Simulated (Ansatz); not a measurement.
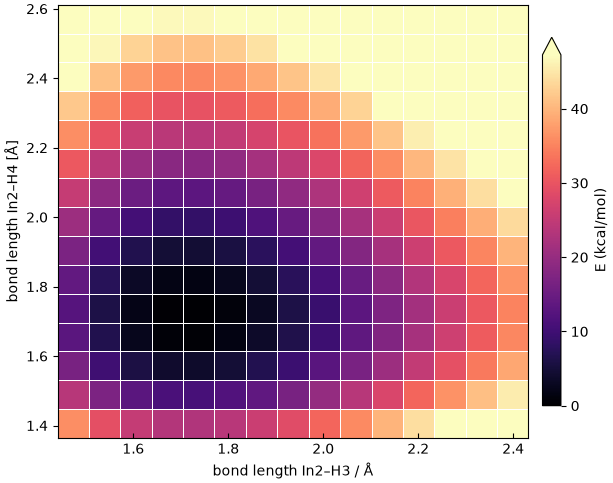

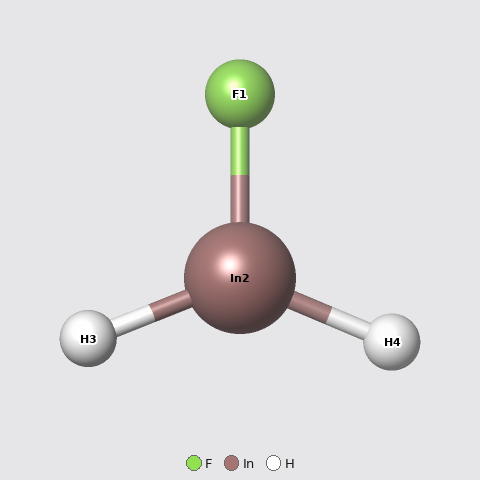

Energy landscape of FH2In, SMILES [F][InH2]. First axis: bond length In2–H3. Second axis: bond length In2–H4. Nothing is relaxed (all other coordinates rigid). The grid has 15 × 15 points. Energies are in kcal/mol, from the lowest grid point. The reference is spin-restricted, which grows unreliable where a bond is stretched far. Level of theory: RHF/def2-TZVP (Ansatz 0.2.0).

Drawn: one coloured cell a grid point, one colour for all values above the top of the scale. The second picture is the structure at the lowest point.

> Where are the wells?

The lowest grid point is at bond length In2–H3 = 1.738 Å, bond length In2–H4 = 1.738 Å. It is the only kind of minimum in the scanned range. The highest grid point, bond length In2–H3 = 2.399 Å, bond length In2–H4 = 2.570 Å, lies 81.8 kcal/mol above the lowest. Round the minimum the contours are nearly round: the two directions are equally stiff and uncoupled.

Grid values (kcal/mol):

```
bond length In2–H4 ↓, bond length In2–H3 →  1.474  1.540  1.606  1.672  1.738  1.804  1.870  1.936  2.002  2.069  2.135  2.201  2.267  2.333  2.399
                                     2.570   58.8   52.3   48.6   46.8   46.7   47.9   50.0   52.8   56.2   60.1   64.1   68.4   72.8   77.3   81.8
                                     2.487   53.1   46.7   42.9   41.2   41.1   42.2   44.3   47.2   50.6   54.4   58.5   62.8   67.2   71.7   76.2
                                     2.404   47.4   41.0   37.2   35.5   35.4   36.5   38.6   41.5   44.9   48.7   52.8   57.1   61.6   66.1   70.6
                                     2.321   41.7   35.3   31.5   29.8   29.6   30.8   32.9   35.7   39.1   43.0   47.1   51.4   55.9   60.4   64.9
                                     2.237   36.0   29.6   25.8   24.0   23.9   25.1   27.2   30.0   33.4   37.3   41.4   45.7   50.1   54.7   59.2
                                     2.154   30.6   24.1   20.3   18.6   18.4   19.6   21.7   24.5   27.9   31.8   35.9   40.2   44.6   49.2   53.7
                                     2.071   25.4   19.0   15.1   13.4   13.2   14.4   16.5   19.3   22.7   26.5   30.7   35.0   39.4   43.9   48.5
                                     1.988   20.8   14.3   10.4    8.7    8.5    9.6   11.7   14.5   17.9   21.8   25.9   30.2   34.7   39.2   43.7
                                     1.905   16.8   10.3    6.5    4.7    4.5    5.6    7.7   10.5   13.9   17.8   21.9   26.2   30.6   35.1   39.7
                                     1.821   13.9    7.4    3.5    1.7    1.5    2.6    4.7    7.5   10.8   14.7   18.8   23.1   27.5   32.1   36.6
                                     1.738   12.5    5.9    2.0    0.2    0.0    1.1    3.1    5.9    9.3   13.1   17.2   21.5   26.0   30.5   35.0
                                     1.655   13.1    6.5    2.5    0.7    0.5    1.5    3.6    6.4    9.7   13.5   17.6   21.9   26.3   30.9   35.4
                                     1.572   16.5    9.8    5.8    4.0    3.7    4.8    6.8    9.5   12.9   16.7   20.8   25.0   29.5   34.0   38.5
                                     1.488   23.7   17.0   13.0   11.1   10.8   11.8   13.8   16.6   19.9   23.7   27.7   32.0   36.4   40.9   45.5
                                     1.405   36.1   29.3   25.3   23.3   23.0   24.0   25.9   28.6   31.9   35.7   39.8   44.0   48.4   52.9   57.4
```

The input of one point:

```yaml
crystal:
  periodic: [false, false, false]
  atoms:
    - { symbol: F, position_ang: [-1.646444, -0.634851, 0.190324] }
    - { symbol: In, position_ang: [0.164172, 0.041045, -0.022762] }
    - { symbol: H, position_ang: [1.339798, -0.963169, 0.771028] }
    - { symbol: H, position_ang: [0.21529, 1.5032, -0.960915] }
basis:
  gaussian: { orbitals: def2-TZVP }
hamiltonian:
  xc: hf
output:
  forces: true
```

Time for the 225 points that were run: 6.2 min on 1 thread of Arm Neoverse N1 (shared host).
